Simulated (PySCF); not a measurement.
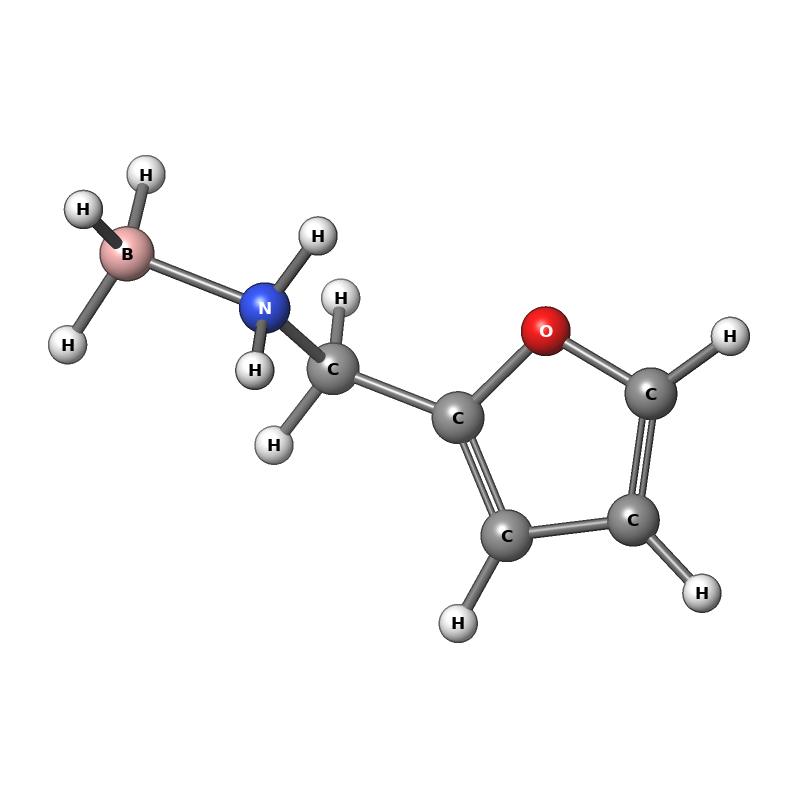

Ball-and-stick drawing of a structure. Double and triple bonds are drawn as two and three sticks.

Description:

Formula C5H10BNO. SMILES: `[BH3-][NH2+]Cc1ccco1`. Independent rings (smallest set): 1 of 5 members, 1 of them aromatic. Among its groups: B–H bond. This geometry has C1 symmetry. Coordination: 1 B tetrahedral; 1 N tetrahedral; 1 C tetrahedral; 4 C trigonal planar; 1 O bent.

The parts below concern this one geometry. Atoms keep their numbers from picture to picture. The computed structure is the end point of a PBE0-D3(BJ)/def2-SVP optimisation. No frequency run is at hand to confirm it as a minimum.

### Geometry

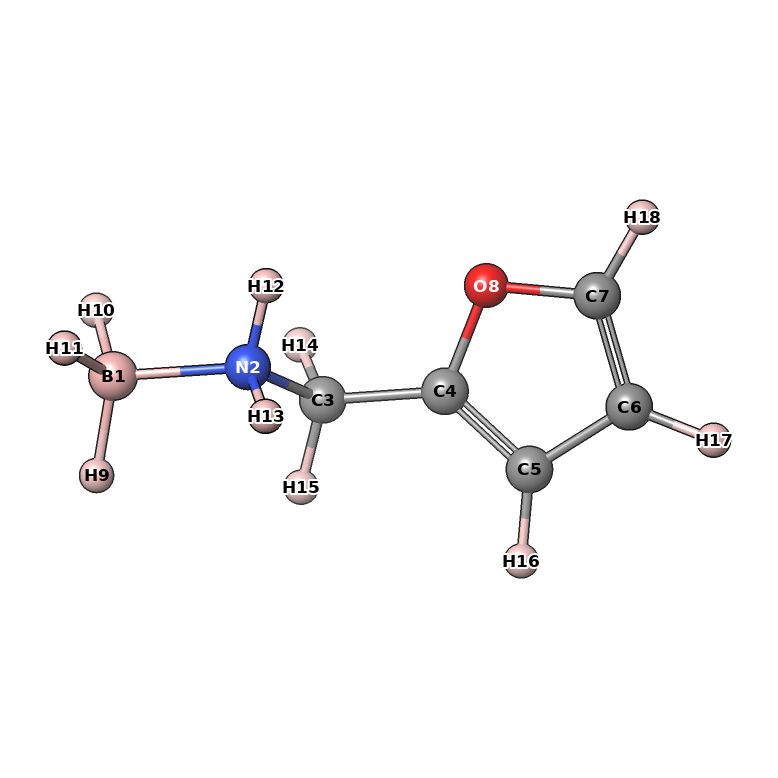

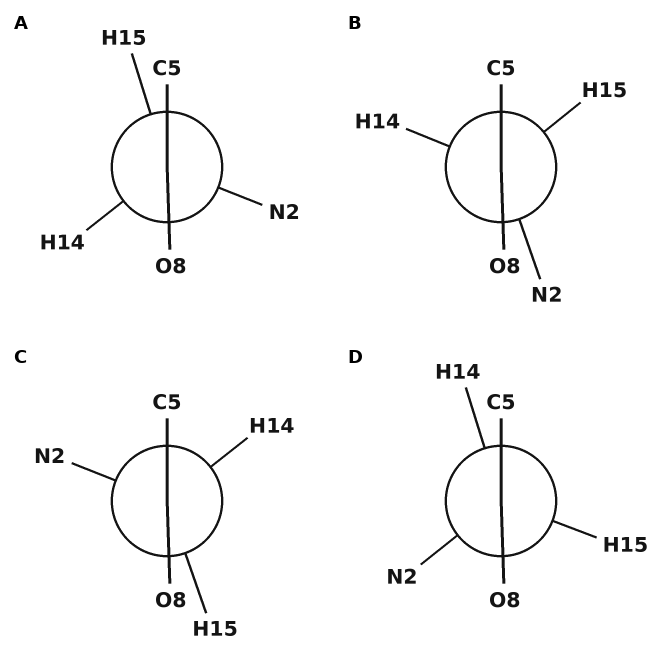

Distant atoms are faded towards the background colour. Bonds that would overlap in a projection are set slightly apart. No frequency run is at hand to confirm it as a minimum.

Which Newman projection shows the view along C4–C3, with C4 in front?

Answer. A. The torsion angle O8–C4–C3–N2 is −66°, synclinal (gauche).

### Electronic properties

No frequency run is at hand to confirm it as a minimum. Level of theory: PBE0/def2-SVPD, gas phase (PySCF 2.14.0). Excitations: vertical, linear response.

Estimate the HOMO energy (Kohn–Sham orbital).

Answer. −7.22 eV.

What is the HOMO–LUMO gap?

Answer. 6.62 eV.

What is the dipole moment?

Answer. 6.03 D.

Give the lowest vertical singlet excitation at this level.

Answer. 5.97 eV.

### Core levels

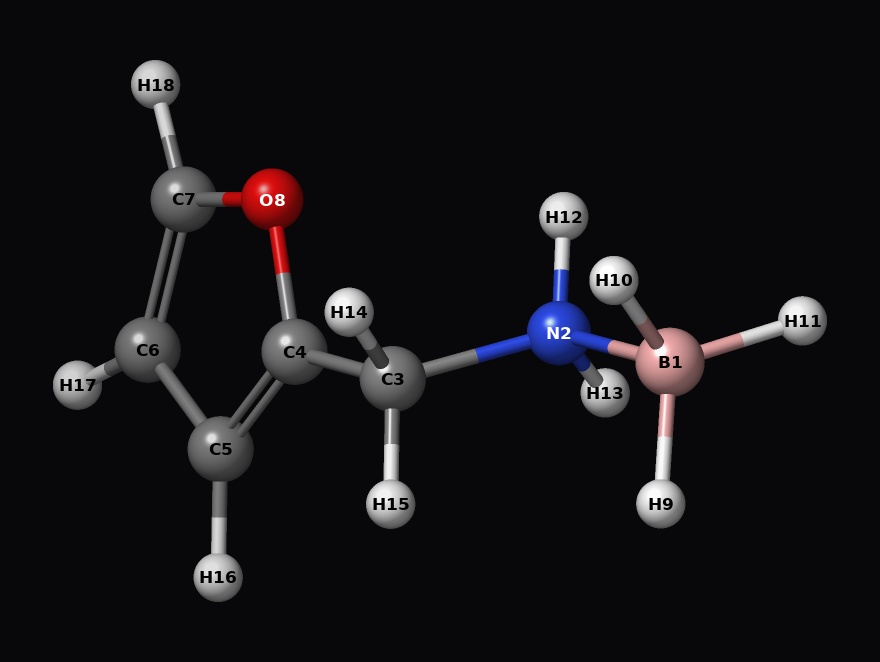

No frequency run is at hand to confirm it as a minimum. Method: delta-SCF UKS SCAN, pcX-2 on the ionised atom, pcseg-1 elsewhere, spin-free X2C (PySCF 2.14.0).

Give the core-electron binding energies (to vacuum) of B1 1s, N2 1s, C3 1s, C4 1s, C5 1s, C6 1s, C7 1s, O8 1s.

```csv
atom,level,binding energy (eV)
B1,1s,193.6
N2,1s,407.2
C3,1s,292.6
C4,1s,292.2
C5,1s,291.0
C6,1s,291.0
C7,1s,292.1
O8,1s,540.5
```

### Quadrupole coupling

No frequency run is at hand to confirm it as a minimum. Electric field gradients from the ground-state density, B3LYP/pcJ-1 (PySCF 2.14.0), non-relativistic apart from any core potentials.

Give the largest field-gradient component, the quadrupole coupling constant and the asymmetry for 11B at B1 (Q = 40.59 mb), 14N at N2 (Q = 20.44 mb), 17O at O8 (Q = −25.6 mb), 2H at H9 (Q = 2.86 mb), 2H at H10 (Q = 2.86 mb), 2H at H11 (Q = 2.86 mb), 2H at H12 (Q = 2.86 mb).

| atom | V_zz (a.u.) | e²qQ/h (MHz) | η |
| --- | --- | --- | --- |
| B1 | 0.246 | 2.34 | 0.01 |
| N2 | −0.563 | −2.70 | 0.28 |
| O8 | 1.418 | −8.53 | 0.03 |
| H9 | 0.187 | 0.125 | 0.12 |
| H10 | 0.187 | 0.126 | 0.12 |
| H11 | 0.188 | 0.126 | 0.12 |
| H12 | 0.343 | 0.231 | 0.09 |

### Ring current

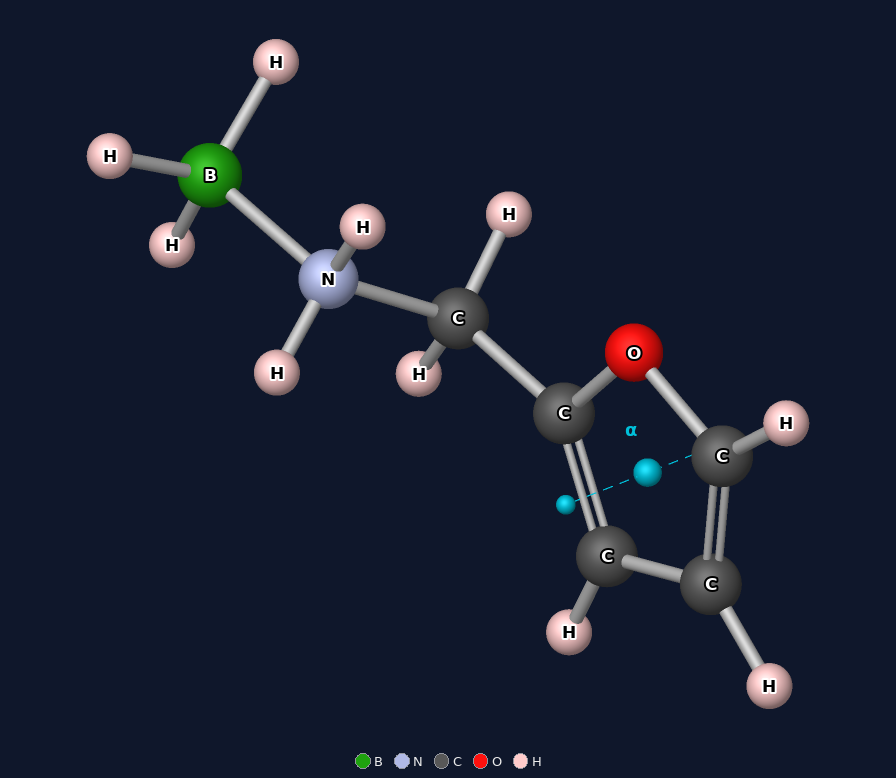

The small points mark where nucleus-independent chemical shifts (NICS) were computed: at the centre of each lettered ring and 1 Å above and below it. No frequency run is at hand to confirm it as a minimum. Properties computed with GIAO CAM-B3LYP/pcSseg-1 NMR shielding, non-relativistic, gas phase (PySCF 2.14.0).

Give NICS(0), NICS(1) and the out-of-plane component NICS(1)zz for each ring (means of the two sides).

| ring | members | NICS(0) | NICS(1) | NICS(1)zz |
| --- | --- | --- | --- | --- |
| α | C4O | −11.5 | −10.1 | −25.6 |

Values in ppm.

What do the values say about the ring currents?

Answer. Ring α: diatropic, as in an aromatic ring. NICS is one index among several.
